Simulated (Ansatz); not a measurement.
# C2H2FO: the cost of one run

Program: the Python package of Ansatz 0.2.0. The levels of theory stand in the script. These are calculated values, not measurements.

### 1 The system

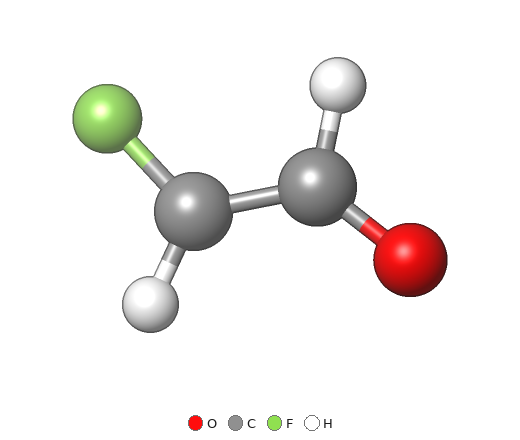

The starting structure, viewed from a chosen angle; oxygen red, carbon grey, fluorine green, hydrogen white.

The script holds or builds the structure itself.

### 2 The script

c2h2fo.py reads:

```python
# -*- coding: utf-8 -*-
"""One geometry of C2H2FO(-), method by method."""

import ansatz as az


def main():
    geometry_ang = [
        ("O", (1.7106, -0.6107, 0.0282)),
        ("C", (0.6802, 0.1094, -0.021)),
        ("C", (-0.6183, -0.2061, 0.0289)),
        ("F", (-1.5889, 0.7253, -0.0407)),
        ("H", (0.8376, 1.1845, -0.1219)),
        ("H", (-1.0212, -1.2023, 0.1265)),
    ]
    geometry = az.Crystal.molecule()
    for symbol, xyz in geometry_ang:
        geometry = geometry.atom(symbol, xyz)

    calculation = (
        geometry.calculation()
        .basis(gaussian="def2-SVP")
        .charge(-1)  # electrons removed from the neutral system
        .scf(lower_state_search="off")
    )

    methods = ["mp2", "ccsd", "ccsd_t"]
    reports = [calculation.correlation(m).run().report for m in methods]
    print(f"Hartree-Fock reference {reports[0]['reference_energy_ev'] / 27.211386246:.6f} Ha")
    best = reports[-1]["free_energy_ev"] - reports[-1]["reference_energy_ev"]
    for method, each in zip(methods, reports):
        gained = each["free_energy_ev"] - each["reference_energy_ev"]
        print(f"{method:8s} total {each['free_energy_ev'] / 27.211386246:.6f} Ha  correlation {gained:9.4f} eV  ({100 * gained / best:.1f} % of the last)")


if __name__ == "__main__":
    main()
```

### 3 The input behind the calls

The engine receives this input (first run):

```yaml
crystal:
  periodic: [false, false, false]
  atoms:
    - { symbol: O, position_ang: [1.7106, -0.6107, 0.0282] }
    - { symbol: C, position_ang: [0.6802, 0.1094, -0.021] }
    - { symbol: C, position_ang: [-0.6183, -0.2061, 0.0289] }
    - { symbol: F, position_ang: [-1.5889, 0.7253, -0.0407] }
    - { symbol: H, position_ang: [0.8376, 1.1845, -0.1219] }
    - { symbol: H, position_ang: [-1.0212, -1.2023, 0.1265] }
basis:
  gaussian:
    orbitals: def2-SVP
total_charge: -1.0
correlation:
  method: mp2
scf:
  lower_state_search: "off"
```

### 4 Running it

Run with:

```
$ python c2h2fo.py
```

What time and memory should one allow on 1 thread of Intel Xeon Platinum 8259CL at 2.50GHz (Skylake/Cascade Lake), shared host?

About 5.6 s, with a peak of 0.24 GiB.
